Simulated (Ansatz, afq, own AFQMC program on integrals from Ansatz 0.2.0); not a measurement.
**SiGeH3 (doublet): quantum Monte Carlo beside coupled cluster at distance Si1–Ge2 = 2.126 Å, cc-pVDZ**

Aim: compute SiGeH3 (doublet) with auxiliary-field quantum Monte Carlo on the same integrals as coupled cluster, and set the energies side by side.

Method: cc-pVDZ, frozen cores; program: Ansatz 0.2.0, Gaussian basis, and an in-house AFQMC program (afq) on its integrals; all values are calculated.

The runs, in order: PBE (unrestricted); r2SCAN (unrestricted); PBE0 (unrestricted); B3LYP (unrestricted); wB97M-V (unrestricted); B2PLYP (unrestricted); CCSD(T) on ROHF; Phaseless AFQMC, CISD trial on ROHF; CCSD(T) on UHF; Phaseless AFQMC, CISD trial on UHF.

1 further run of the same task is left out (it didn't finish).

### Step 1. What is computed

The geometry derives from a PBE0/def2-TZVP stationary point (not a proven minimum). One bond is set to the value named and the two fragments are kept rigid. No spin-orbit coupling is included. The filled d shell of Ge may be among the frozen orbitals whatever the setting's name suggests; the logs give the count.

5 atoms, charge 0, spin multiplicity 2.

Atoms are counted from 1 here; the program's logs count them from 0.

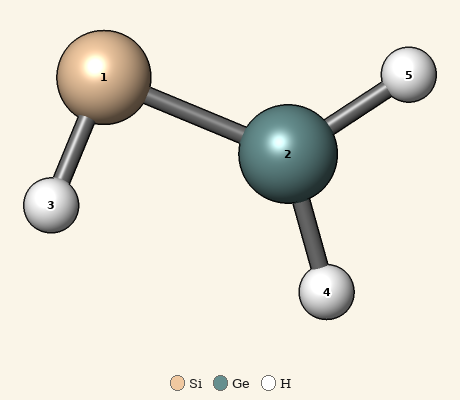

The structure; silicon light orange, germanium teal, hydrogen white; atoms are numbered from 1 in the order of the file.

### Step 2. PBE (unrestricted)

Contents of in.yaml:

```yaml
crystal:
  periodic: [false, false, false]
  atoms:
    - {symbol: Si, position_ang: [-0.026576, 0.084596, 1.544933]}
    - {symbol: Ge, position_ang: [0.011869, -0.013028, -0.578477]}
    - {symbol: H, position_ang: [0.236667, -1.415519, 1.610919]}
    - {symbol: H, position_ang: [-0.327647, -1.231030, -1.470519]}
    - {symbol: H, position_ang: [-0.023890, 1.228268, -1.499285]}
basis:
  gaussian: {orbitals: cc-pVDZ}
magnetization: {spin_polarized: true, initial_magnetization: 1}
hamiltonian: {xc: {name: PBE}}
output: {orbitals: {seedname: orbitals}}
```

Started as:

```bash
ansatz run in.yaml --threads 1 --pin off --events-out ev --progress --plain --max-ram 1382MiB
```

Output:

```text
Functional definition: PBE
  name "PBE"
  cite "Perdew, Burke & Ernzerhof, Phys. Rev. Lett. 77, 3865 (1996) doi:10.1103/PhysRevLett.77.3865"
  parent pbe
  parameter kappa = 0.804
  parameter beta = 0.06672455060314922
  exchange = pbe_x(kappa = kappa, mu = beta*pi^2/3)
  correlation = pbe_c(beta = beta)
787 factors; their error is unknown
mean field evaluation 1: about -64427.4370 eV, gradient 1.0e1 eV
mean field evaluation 2: about -64427.3216 eV, gradient 1.0e1 eV
mean field evaluation 4: about -64428.3010 eV, gradient 1.1e0 eV
mean field evaluation 8: about -64428.3148 eV, gradient 5.9e-2 eV
mean field evaluation 16: about -64428.3051 eV, gradient 9.5e-5 eV
mean field -64428.30505272 eV, -2367.6965396138 hartree, gradient 2.6e-5 eV, S^2 0.762166; 3 other end points of the search recorded, 0 dependent functions left out
reference -64428.30508579 eV, -2367.6965408290 hartree; 25, 24 occupied and 35, 36 virtual orbitals, 787 factors
Total energy: -64428.30508579 eV, -2367.6965408290 hartree
```

It took 2.5 s on 1 thread of Arm Neoverse V2, shared host.

From the report: ⟨S²⟩ of the determinant 0.762 (pure doublet: 0.75).

### Step 3. r2SCAN (unrestricted)

in.yaml: that of step 2 with these lines changed.

```diff
@@ -11,3 +11,2 @@
 magnetization: {spin_polarized: true, initial_magnetization: 1}
-hamiltonian: {xc: {name: PBE}}
-output: {orbitals: {seedname: orbitals}}
+hamiltonian: {xc: {name: r2SCAN}}
```

The command is unchanged.

Output:

```text
Functional definition: r2SCAN
  name "r2SCAN"
  cite "Furness, Kaplan, Ning, Perdew & Sun, J. Phys. Chem. Lett. 11, 8208 (2020) doi:10.1021/acs.jpclett.0c02405"
  cite "Furness, Kaplan, Ning, Perdew & Sun, J. Phys. Chem. Lett. 11, 9248 (2020) doi:10.1021/acs.jpclett.0c03077"
  parent r2scan
  parameter k0 = 0.174
  parameter k1 = 0.065
  parameter a1 = 4.9479
  exchange = r2scan_x(k0 = k0, k1 = k1, a1 = a1)
  correlation = r2scan_c
787 factors; their error is unknown
mean field evaluation 1: about -64439.4201 eV, gradient 8.0e0 eV
mean field evaluation 2: about -64439.7057 eV, gradient 5.6e0 eV
mean field evaluation 4: about -64439.9784 eV, gradient 1.0e0 eV
mean field evaluation 8: about -64439.9941 eV, gradient 8.4e-2 eV
mean field evaluation 16: about -64439.9844 eV, gradient 5.5e-4 eV
mean field -64439.98437517 eV, -2368.1257467972 hartree, gradient 4.7e-5 eV, S^2 0.787197; 3 other end points of the search recorded, 0 dependent functions left out
reference -64439.98438561 eV, -2368.1257471808 hartree; 25, 24 occupied and 35, 36 virtual orbitals, 787 factors
Total energy: -64439.98438561 eV, -2368.1257471808 hartree
```

Run time: 7.5 s. Hardware: 1 thread of Arm Neoverse V2, shared host.

From the report: ⟨S²⟩ of the determinant 0.787 (pure doublet: 0.75).

### Step 4. PBE0 (unrestricted)

in.yaml: that of step 3 with these lines changed.

```diff
@@ -11,2 +11,3 @@
 magnetization: {spin_polarized: true, initial_magnetization: 1}
-hamiltonian: {xc: {name: r2SCAN}}
+hamiltonian: {xc: {name: PBE0}}
+output: {orbitals: {seedname: orbitals}}
```

Launched as before.

Output, shortened:

```text
Functional definition: PBE0
  name "PBE0"
  cite "Adamo & Barone, J. Chem. Phys. 110, 6158 (1999) doi:10.1063/1.478522"
  cite "Perdew, Burke & Ernzerhof, Phys. Rev. Lett. 77, 3865 (1996) doi:10.1103/PhysRevLett.77.3865"
  parent pbe
[...]
641 factors; integrals over basis functions are off by at most 1.2e-3 eV
[...]
mean field -64430.59015234 eV, -2367.7805154760 hartree, gradient 1.8e-5 eV, S^2 0.778658; 2 other end points of the search recorded, 0 dependent functions left out
reference -64430.59017722 eV, -2367.7805163902 hartree; 25, 24 occupied and 35, 36 virtual orbitals, 641 factors
Total energy: -64430.59017722 eV, -2367.7805163902 hartree
```

It took 3.8 s on 1 thread of Arm Neoverse V2, shared host.

From the report: ⟨S²⟩ of the determinant 0.779 (pure doublet: 0.75).

### Step 5. B3LYP (unrestricted)

in.yaml: that of step 4 with these lines changed.

```diff
@@ -11,3 +11,2 @@
 magnetization: {spin_polarized: true, initial_magnetization: 1}
-hamiltonian: {xc: {name: PBE0}}
-output: {orbitals: {seedname: orbitals}}
+hamiltonian: {xc: {name: B3LYP}}
```

Launched as before.

Output, shortened:

```text
Functional definition: B3LYP
  name "B3LYP"
  cite "Stephens, Devlin, Chabalowski & Frisch, J. Phys. Chem. 98, 11623 (1994) doi:10.1021/j100096a001"
  cite "Becke, Phys. Rev. A 38, 3098 (1988) doi:10.1103/PhysRevA.38.3098"
  cite "Lee, Yang & Parr, Phys. Rev. B 37, 785 (1988) doi:10.1103/PhysRevB.37.785"
  cite "Vosko, Wilk & Nusair, Can. J. Phys. 58, 1200 (1980) doi:10.1139/p80-159"
[...]
641 factors; integrals over basis functions are off by at most 1.2e-3 eV
[...]
mean field -64442.92301890 eV, -2368.2337399625 hartree, gradient 3.7e-5 eV, S^2 0.766259; 2 other end points of the search recorded, 0 dependent functions left out
reference -64442.92324512 eV, -2368.2337482758 hartree; 25, 24 occupied and 35, 36 virtual orbitals, 641 factors
Total energy: -64442.92324512 eV, -2368.2337482758 hartree
```

Run time: 3.5 s. Hardware: 1 thread of Arm Neoverse V2, shared host.

From the report: ⟨S²⟩ of the determinant 0.766 (pure doublet: 0.75).

### Step 6. wB97M-V (unrestricted)

in.yaml: that of step 5 with these lines changed.

```diff
@@ -11,2 +11,3 @@
 magnetization: {spin_polarized: true, initial_magnetization: 1}
-hamiltonian: {xc: {name: B3LYP}}
+hamiltonian: {xc: {name: wB97M-V}}
+output: {orbitals: {seedname: orbitals}}
```

The command is unchanged.

Output, shortened:

```text
Functional definition: wB97M-V
  name "wB97M-V"
  cite "Mardirossian & Head-Gordon, J. Chem. Phys. 144, 214110 (2016) doi:10.1063/1.4952647"
  cite "Becke, J. Chem. Phys. 107, 8554 (1997) doi:10.1063/1.475007"
  cite "Vydrov & Van Voorhis, J. Chem. Phys. 133, 244103 (2010) doi:10.1063/1.3521275"
  # Of w^i u^j: cxij and so on, Table III.
[...]
  gx(w, u) = 1 - cx + cx01*u + cx10*w
  gss(w, u) = css00 + css04*u^4 + css10*w + css20*w^2 + css43*w^4*u^3
  gos(w, u) = cos00 + cos10*w + (cos20 + cos21*u)*w^2 + (cos60 + cos61*u)*w^6
[...]
      + integral(e_c_pw_mod_opposite_spin*gos(b97_w_opposite, b97_u_opposite)) + vv10(b, c)
641 factors; integrals over basis functions are off by at most 1.2e-3 eV
203 factors; integrals over basis functions are off by at most 9.0e-6 eV
[...]
mean field -64437.03454909 eV, -2368.0173426884 hartree, gradient 2.6e-5 eV, S^2 0.762676; 2 other end points of the search recorded, 0 dependent functions left out
reference -64437.03458476 eV, -2368.0173439991 hartree; 25, 24 occupied and 35, 36 virtual orbitals, 641 factors
Total energy: -64437.03458476 eV, -2368.0173439991 hartree
```

Run time: 19 s. Hardware: 1 thread of Arm Neoverse V2, shared host; peak memory 0.27 GiB.

From the report: ⟨S²⟩ of the determinant 0.763 (pure doublet: 0.75).

### Step 7. B2PLYP (unrestricted)

in.yaml: that of step 6 with these lines changed.

```diff
@@ -11,3 +11,3 @@
 magnetization: {spin_polarized: true, initial_magnetization: 1}
-hamiltonian: {xc: {name: wB97M-V}}
-output: {orbitals: {seedname: orbitals}}
+hamiltonian: {xc: {name: B2PLYP}}
+correlation: {electrons: outside_noble_gas}
```

Same command.

Output, shortened:

```text
Functional definition: B2PLYP
  name "B2PLYP"
  cite "Grimme, J. Chem. Phys. 124, 034108 (2006) doi:10.1063/1.2148954"
  cite "Becke, Phys. Rev. A 38, 3098 (1988) doi:10.1103/PhysRevA.38.3098"
  cite "Lee, Yang & Parr, Phys. Rev. B 37, 785 (1988) doi:10.1103/PhysRevB.37.785"
[...]
641 factors; integrals over basis functions are off by at most 1.2e-3 eV
[...]
mean field -64424.39880375 eV, -2367.5529876119 hartree, gradient 4.4e-6 eV, S^2 0.797739; 2 other end points of the search recorded, 0 dependent functions left out
19 core orbitals not correlated: weight in the atoms' cores, before any rotation towards them, 0.999 or more for the frozen orbitals, at most 0.000 for the correlated occupied ones
reference -64424.39894738 eV, -2367.5529928903 hartree; 6, 5 occupied and 35, 36 virtual orbitals, 641 factors
second order -5.80319137 eV of doubles, -0.00000000 eV of singles
Total energy: -64425.96580905 eV, -2367.6105739945 hartree
```

It took 4 s on 1 thread of Arm Neoverse V2, shared host.

From the report: ⟨S²⟩ of the determinant 0.798 (pure doublet: 0.75).

### Step 8. CCSD(T) on ROHF

in.yaml: that of step 7 with these lines changed.

```diff
@@ -10,4 +10,3 @@
   gaussian: {orbitals: cc-pVDZ}
-magnetization: {spin_polarized: true, initial_magnetization: 1}
-hamiltonian: {xc: {name: B2PLYP}}
-correlation: {electrons: outside_noble_gas}
+magnetization: {spin_polarized: false, initial_magnetization: 1}
+correlation: {method: ccsd_t, electrons: outside_noble_gas, hamiltonian_folder: ham}
```

Same command.

Output, shortened:

```text
Functional definition: HF
  name "HF"
  cite "Fock, Z. Phys. 61, 126 (1930) doi:10.1007/BF01340294"
  parent pbe
[...]
641 factors; integrals over basis functions are off by at most 1.2e-3 eV
[...]
mean field -64379.78592360 eV, -2365.9134945061 hartree, gradient 2.7e-6 eV, S^2 0.750000; 5 other end points of the search recorded, 0 dependent functions left out
determinant -64379.78592360 eV, -2365.9134945061 hartree, with singles and doubles -64385.53922999 eV, -2366.1249246161 hartree
determinant -64378.74437747 eV, -2365.8752183919 hartree, with singles and doubles -64384.71857339 eV, -2366.0947660425 hartree
19 core orbitals not correlated: weight in the atoms' cores, before any rotation towards them, 0.999 or more for the frozen orbitals, at most 0.000 for the correlated occupied ones
reference -64379.78592360 eV, -2365.9134945061 hartree; 6, 5 occupied and 35, 36 virtual orbitals, 641 factors
second order -4.59991011 eV of doubles, -0.04272488 eV of singles
cycle   1  -5.75438574 eV  change   -1.1e-3 eV  update   7.3e-3
[...]
cycle  11  -5.76798098 eV  change   -4.9e-6 eV  update   5.9e-6
perturbative correction -0.18552978 eV, -0.0068180938 hartree
Total energy: -64385.73943436 eV, -2366.1322819912 hartree
```

Wall time 4.5 s (1 thread of Arm Neoverse V2, shared host).

From the report: correlation -5.9535 eV; T1 0.051; largest double amplitude 0.08.

This run also writes the integrals to the folder ham.

### Step 9. Phaseless AFQMC, CISD trial on ROHF

It reads the integrals that the CCSD(T) run on this determinant wrote.

Started as:

```bash
afq ham --method phaseless --trial cisd --walkers 60 --populations 1 --least-time 40 --time-step 0.005 --steps-per-block 50 --equilibration-blocks 28 --max-blocks 300 --target-error 0.0004 --factor-cut 1e-05 --start spin_pure --seed 1936 --release-times 0.24,0.51,0.99,1.62,2.4 --release-step 0.03 --release-every 4 --taylor-order 6
```

Output:

```text
orbitals 41  electrons 6 5  factors 335 of 641
reference energy -2365.91349451 Eh
CCSD correlation -0.21196914 Eh in 16 cycles, weight of the determinant in the CISD state 0.8209
energy of the start -2366.125462 Eh
 block  time / (1/Eh)  mean weight  energy / Eh
     1     0.250  0.9976  -2366.121804
     2     0.500  1.0009  -2366.121690
     3     0.750  1.0004  -2366.122799
     4     1.000  1.0006  -2366.125588
     5     1.250  1.0001  -2366.127379
     6     1.500  0.9987  -2366.127427
     7     1.750  1.0006  -2366.129644
     8     2.000  1.0022  -2366.131614
     9     2.250  1.0013  -2366.134958
    10     2.500  1.0013  -2366.135617
    17     4.250  1.0013  -2366.133391
    25     6.250  0.9988  -2366.132384
    33     8.250  1.0000  -2366.135656
    41    10.250  0.9983  -2366.132619
    49    12.250  1.0002  -2366.134206
    57    14.250  1.0014  -2366.127906
    65    16.250  0.9989  -2366.136811
    73    18.250  1.0020  -2366.132220
    81    20.250  0.9979  -2366.132162
    89    22.250  0.9997  -2366.133423
    97    24.250  0.9994  -2366.144389
   105    26.250  0.9994  -2366.136396
   113    28.250  0.9993  -2366.134398
   121    30.250  1.0006  -2366.133569
   129    32.250  1.0000  -2366.135994
   137    34.250  1.0000  -2366.132098
   145    36.250  1.0016  -2366.135388
   153    38.250  0.9991  -2366.128091
   161    40.250  0.9971  -2366.134848
   169    42.250  0.9998  -2366.127842
   177    44.250  1.0003  -2366.140839
   185    46.250  1.0020  -2366.132116
   193    48.250  1.0004  -2366.134246
   201    50.250  0.9994  -2366.139771
   209    52.250  1.0003  -2366.131285
   217    54.250  0.9996  -2366.131660
   225    56.250  1.0033  -2366.129380
   233    58.250  1.0008  -2366.130551
   241    60.250  1.0003  -2366.130213
   249    62.250  0.9998  -2366.134111
   257    64.250  1.0021  -2366.135650
   265    66.250  1.0005  -2366.130432
   273    68.250  1.0010  -2366.135067
   281    70.250  0.9993  -2366.133086
   289    72.250  1.0024  -2366.147843
   297    74.250  0.9996  -2366.135463
   305    76.250  0.9995  -2366.132723
   313    78.250  1.0003  -2366.131440
   321    80.250  0.9985  -2366.129475
blocks merged  error / Eh  count
     1  0.000250  300
     2  0.000326  150
     4  0.000418  75
     8  0.000496  37
    16  0.000535  18
    32  0.000692  9
released: time / (1/Eh)  energy / Eh  error  mean overlap
  0.24  -2366.134319  0.000554  0.9957
  0.51  -2366.134219  0.000525  0.9838
  0.99  -2366.134380  0.000422  0.9888
  1.62  -2366.133855  0.000499  1.0108
  2.40  -2366.133941  0.000655  0.9902
energy -2366.133877 +/- 0.000535 Eh
```

It took 8.6 min on 1 thread of Arm Neoverse V2, shared host.

Energy -64385.7828 ± 0.0146 eV. Caveats: constraint bias not in the error. The error still grows with block length (0.0135 to 0.0188 eV), so the bar may be too small.

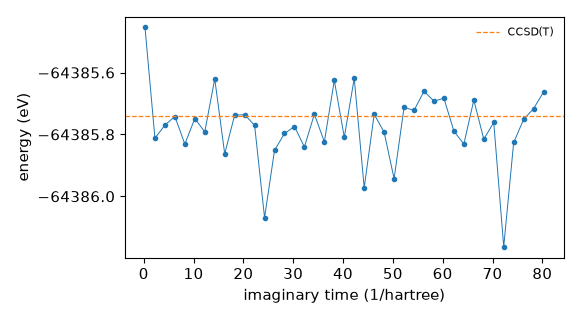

Block energies along the walk.

### Step 10. CCSD(T) on UHF

in.yaml: that of step 8 with these lines changed.

```diff
@@ -10,3 +10,3 @@
   gaussian: {orbitals: cc-pVDZ}
-magnetization: {spin_polarized: false, initial_magnetization: 1}
+magnetization: {spin_polarized: true, initial_magnetization: 1}
 correlation: {method: ccsd_t, electrons: outside_noble_gas, hamiltonian_folder: ham}
```

Started as:

```bash
ansatz run in.yaml --threads 1 --pin off --events-out ev --progress --plain --max-ram 1382MiB
```

Output, shortened:

```text
Functional definition: HF
  name "HF"
  cite "Fock, Z. Phys. 61, 126 (1930) doi:10.1007/BF01340294"
  parent pbe
[...]
641 factors; integrals over basis functions are off by at most 1.2e-3 eV
[...]
mean field -64379.96295569 eV, -2365.9200003154 hartree, gradient 2.3e-6 eV, S^2 0.927570; 4 other end points of the search recorded, 0 dependent functions left out
determinant -64379.96295569 eV, -2365.9200003154 hartree, with singles and doubles -64385.55339034 eV, -2366.1254449996 hartree
determinant -64378.89059704 eV, -2365.8805918620 hartree, with singles and doubles -64384.72301205 eV, -2366.0949291602 hartree
determinant -64377.49255862 eV, -2365.8292148976 hartree, with singles and doubles -64382.81063364 eV, -2366.0246505498 hartree
19 core orbitals not correlated: weight in the atoms' cores, before any rotation towards them, 0.999 or more for the frozen orbitals, at most 0.000 for the correlated occupied ones
reference -64379.96295569 eV, -2365.9200003154 hartree; 6, 5 occupied and 35, 36 virtual orbitals, 641 factors
second order -4.41194568 eV of doubles, -0.00000000 eV of singles
cycle   1  -5.59147625 eV  change   -1.0e-3 eV  update   2.4e-3
[...]
cycle  11  -5.59419383 eV  change    4.4e-6 eV  update   1.1e-5
perturbative correction -0.17983183 eV, -0.0066086978 hartree
Total energy: -64385.73698135 eV, -2366.1321918445 hartree
```

It took 4.7 s on 1 thread of Arm Neoverse V2, shared host.

From the report: ⟨S²⟩ of the determinant 0.928 (pure doublet: 0.75); correlation -5.7740 eV; T1 0.040; largest double amplitude 0.08.

This run also writes the integrals to the folder ham.

### Step 11. Phaseless AFQMC, CISD trial on UHF

It reads the integrals that the CCSD(T) run on this determinant wrote.

Started as:

```bash
afq ham --method phaseless --trial cisd --walkers 60 --populations 1 --least-time 40 --time-step 0.005 --steps-per-block 50 --equilibration-blocks 28 --max-blocks 300 --target-error 0.0004 --factor-cut 1e-05 --start spin_pure --seed 1936 --release-times 0.24,0.51,0.99,1.62,2.4 --release-step 0.03 --release-every 4 --taylor-order 6
```

Output:

```text
orbitals 41  electrons 6 5  factors 335 of 641
reference energy -2365.92000032 Eh
CCSD correlation -0.20558230 Eh in 18 cycles, weight of the determinant in the CISD state 0.8348
energy of the start -2366.117029 Eh
 block  time / (1/Eh)  mean weight  energy / Eh
     1     0.250  0.9977  -2366.116979
     2     0.500  1.0010  -2366.118954
     3     0.750  1.0005  -2366.121279
     4     1.000  1.0006  -2366.124873
     5     1.250  1.0001  -2366.126898
     6     1.500  0.9987  -2366.126515
     7     1.750  1.0006  -2366.128304
     8     2.000  1.0022  -2366.131277
     9     2.250  1.0014  -2366.133921
    10     2.500  1.0013  -2366.134812
    17     4.250  1.0014  -2366.134966
    25     6.250  0.9986  -2366.131970
    33     8.250  1.0002  -2366.135121
    41    10.250  0.9983  -2366.140308
    49    12.250  1.0005  -2366.136862
    57    14.250  1.0013  -2366.131443
    65    16.250  0.9992  -2366.128767
    73    18.250  1.0019  -2366.128437
    81    20.250  0.9981  -2366.129003
    89    22.250  0.9997  -2366.134861
    97    24.250  0.9998  -2366.137685
   105    26.250  0.9993  -2366.132947
   113    28.250  0.9996  -2366.138794
   121    30.250  1.0007  -2366.135396
   129    32.250  1.0001  -2366.134613
   137    34.250  0.9996  -2366.131446
   145    36.250  1.0013  -2366.133482
   153    38.250  0.9989  -2366.127575
   161    40.250  0.9982  -2366.131371
   169    42.250  0.9997  -2366.136901
   177    44.250  1.0013  -2366.142402
   185    46.250  0.9997  -2366.133747
   193    48.250  1.0022  -2366.138496
   201    50.250  0.9999  -2366.137361
   209    52.250  1.0000  -2366.129527
   217    54.250  0.9995  -2366.127781
   225    56.250  1.0012  -2366.131682
   233    58.250  1.0010  -2366.130739
   241    60.250  1.0005  -2366.135453
   249    62.250  1.0007  -2366.141130
   257    64.250  1.0019  -2366.132982
   265    66.250  1.0004  -2366.133849
   273    68.250  1.0004  -2366.134196
   281    70.250  0.9993  -2366.133603
   289    72.250  1.0020  -2366.138733
   297    74.250  0.9996  -2366.133880
   305    76.250  1.0008  -2366.130984
   313    78.250  1.0002  -2366.131915
   321    80.250  0.9988  -2366.134750
blocks merged  error / Eh  count
     1  0.000235  300
     2  0.000292  150
     4  0.000370  75
     8  0.000466  37
    16  0.000544  18
    32  0.000592  9
released: time / (1/Eh)  energy / Eh  error  mean overlap
  0.24  -2366.134065  0.000591  1.0033
  0.51  -2366.134294  0.000420  0.9915
  0.99  -2366.134695  0.000348  0.9872
  1.62  -2366.134126  0.000486  0.9978
  2.40  -2366.134317  0.000521  0.9786
energy -2366.134088 +/- 0.000544 Eh
```

It took 8.5 min on 1 thread of Arm Neoverse V2, shared host.

Energy -64385.7886 ± 0.0148 eV. Caveats: constraint bias not in the error.

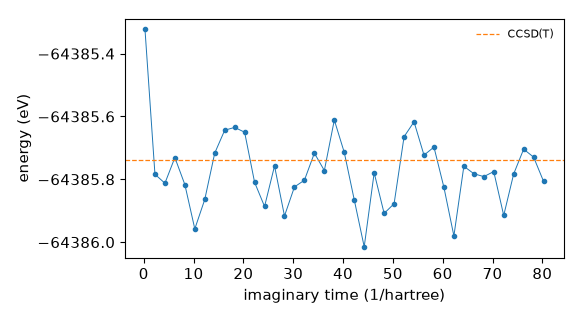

Block energies along the walk.

### Step 12. All levels side by side

On the ROHF determinant, counted from CCSD(T) (a yardstick, not exact):

```csv
level,energy (eV),from CCSD(T) (kJ/mol),statistical error (kJ/mol),time
HF,-64379.7859,+574.4,,
MP2,-64384.4286,+126.5,,
CCSD,-64385.5539,+17.9,,
CCSD(T),-64385.7394,0.0,,
"Phaseless AFQMC, CISD trial, step 0.005, 60 walkers",-64385.7828,-4.2,1.4,8.6 min
```

On the UHF determinant, counted from CCSD(T) (a yardstick, not exact):

```csv
level,energy (eV),from CCSD(T) (kJ/mol),statistical error (kJ/mol),time
HF,-64379.9630,+557.1,,
MP2,-64384.3749,+131.4,,
CCSD,-64385.5571,+17.4,,
CCSD(T),-64385.7370,0.0,,
"Phaseless AFQMC, CISD trial, step 0.005, 60 walkers",-64385.7886,-5.0,1.4,8.5 min
```

The functionals' totals stand on their own zeros and serve differences with other points: PBE -64428.305 eV; r2SCAN -64439.984 eV; PBE0 -64430.590 eV; B3LYP -64442.923 eV; wB97M-V -64437.035 eV; B2PLYP -64425.966 eV.

### Step 13. Summary of results

```
                                        quantity              value
Phaseless AFQMC, CISD trial on ROHF from CCSD(T)  -4.2 ± 1.4 kJ/mol
 Phaseless AFQMC, CISD trial on UHF from CCSD(T)  -5.0 ± 1.4 kJ/mol
```

What this shows: On ROHF the phaseless walk with the CISD trial lies -4.2 kJ/mol from CCSD(T), within three error bars. On UHF the phaseless walk with the CISD trial lies -5.0 kJ/mol from CCSD(T), 3 times its error bar. Error bars are statistical and leave out the constraint, the time step and what remains of the start.
